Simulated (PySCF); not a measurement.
**One shape, several levels: N2H (dinitrogen monohydride)**

Wanted: a comparison of 5 runs (U-revPBE/def2-TZVPPD, U-wB97M-V/def2-TZVPPD, U-wB97X/def2-TZVPPD, UBLYP/def2-TZVPPD, UPBE0/def2-TZVPPD) of N2H (dinitrogen monohydride). The job is set up through a Python script.

Program for the calculation: PySCF 2.14.0.

1 further run of the same task is left out (set aside as unsound or not needed).

## 1. The structure to begin with

N2H has 3 atoms, charge 0, and is taken as a doublet. As SMILES, `[N]=N`. The shape is that of a PBE0-D4/def2-TZVP optimisation.

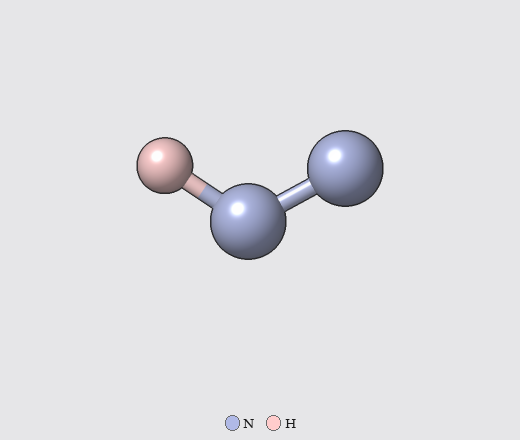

The structure, seen from a chosen angle (nitrogen light blue, hydrogen pink).

## 2. A single-point energy at U-revPBE/def2-TZVPPD (run 1)

geometry.xyz

```xyz
3

N      0.710530    -0.606720     0.326180
N     -0.268660    -0.217710    -0.170100
H     -0.441870     0.824430    -0.156080
```

calc.py

```python
from pyscf import gto, dft

mol = gto.Mole()
mol.atom = 'geometry.xyz'
mol.basis = 'def2-tzvppd'
mol.spin = 1
mol.charge = 0
mol.verbose = 3
mol.max_memory = 1860
mol.build()

calc0 = dft.UKS(mol, xc='revpbe')
calc0.conv_tol = 1e-10
calc0.grids.level = 5
calc0.kernel()
if not calc0.converged:
    calc0 = calc0.newton().run(calc0.mo_coeff, calc0.mo_occ)

e_final = calc0.e_tot
print('Final energy', e_final)
```

On the command line:

```sh
$ OMP_NUM_THREADS=1 python calc.py
```

The program printed:

```text
converged SCF energy = -110.056490741653  <S^2> = 0.75342266  2S+1 = 2.0034197
Final energy -110.05649074165306
```

It took 9.9 s on 1 thread of Arm Neoverse V2, shared host; peak memory 0.44 GiB.

## 3. A single-point energy at U-wB97M-V/def2-TZVPPD (run 2)

mol.xyz

```xyz
3
HN2
N      0.710530    -0.606720     0.326180
N     -0.268660    -0.217710    -0.170100
H     -0.441870     0.824430    -0.156080
```

run.py

```python
from pyscf import gto, dft

mol = gto.M(
    atom='mol.xyz',
    verbose=3,
    max_memory=1860,
    basis='def2-tzvppd',
    spin=1,
    charge=0,
)

mf = dft.UKS(mol, xc='wb97m-v')
mf.grids.level = 5
mf.nlcgrids.level = 1
mf.conv_tol = 1e-10
mf.kernel()
if not mf.converged:
    mf = mf.newton().run(mf.mo_coeff, mf.mo_occ)

e_final = mf.e_tot
print('E(%s) = %.9f' % ('WB97M-V', e_final))
```

On the command line:

```sh
$ OMP_NUM_THREADS=1 python run.py
```

The program printed:

```text
converged SCF energy = -110.044908026808  <S^2> = 0.75491456  2S+1 = 2.0049085
E(WB97M-V) = -110.044908027
```

Run time: 42 s. Hardware: 1 thread of Arm Neoverse V2, shared host; peak memory 0.5 GiB.

Runs 3 to 4 aren't shown in full; the table further down has their settings and results.

## 4. The energy at UPBE0/def2-TZVPPD (run 5)

mol.xyz, as its differences from that of step 3:

```diff
@@ -1,3 +1,3 @@
 3
-HN2
+
 N      0.710530    -0.606720     0.326180
```

run.py

```python
from pyscf import gto, dft

mol = gto.M(
    atom='mol.xyz',
    basis='def2-tzvppd',
    verbose=4,
    spin=1,
    max_memory=1860,
)

calc0 = dft.UKS(mol, xc='pbe0')
calc0.grids.level = 5
calc0.conv_tol = 1e-10
calc0.kernel()
if not calc0.converged:
    calc0 = calc0.newton().run(calc0.mo_coeff, calc0.mo_occ)

etot = calc0.e_tot
print('Final energy', etot)
```

On the command line:

```sh
$ OMP_NUM_THREADS=1 python run.py
```

The program printed:

```text
PySCF version 2.14.0

[... 51 lines left out ...]
WARN: HOMO -0.139667131211922 >= LUMO -0.13966713121193
[... 54 lines left out ...]
converged SCF energy = -109.95269153129  <S^2> = 0.75614257  2S+1 = 2.0061332
Final energy -109.95269153129048
```

Wall time 12 s (1 thread of Arm Neoverse V2, shared host); peak memory 0.44 GiB.

## 5. All runs side by side

| run | level | nlc grid | energy (Eh) | dipole moment (D) | HOMO energy (eV) | LUMO energy (eV) | wall time |
| --- | --- | --- | --- | --- | --- | --- | --- |
| 1 | U-revPBE/def2-TZVPPD | – | -110.056491 | 1.78 | -4.68 | -2.91 | 9.9 s |
| 2 | U-wB97M-V/def2-TZVPPD | 1 | -110.044908 | 1.91 | -8.46 | 0.44 | 42 s |
| 3 | U-wB97X/def2-TZVPPD | – | -110.046708 | 1.96 | -8.69 | 0.66 | 16 s |
| 4 | UBLYP/def2-TZVPPD | – | -110.064241 | 1.80 | -4.66 | -2.99 | 9.9 s |
| 5 | UPBE0/def2-TZVPPD | – | -109.952692 | 1.88 | -6.31 | -1.61 | 12 s |

## 6. Results

| quantity | value |
| --- | --- |
| run 5: total energy | -109.95269 Eh |
| run 5: dipole moment | 1.88 D |
| run 5: HOMO energy (highest over α and β) | -6.31 eV |
| run 5: LUMO energy (lowest over α and β) | -1.61 eV |
| run 5: ⟨S²⟩ | 0.756 |

What this shows: The dipole moment (its size) runs from 1.78 D (U-revPBE/def2-TZVPPD) to 1.96 D (U-wB97X/def2-TZVPPD). Totals of different functionals can't be ranked against each other. All runs together took 90 s, the longest 42 s.
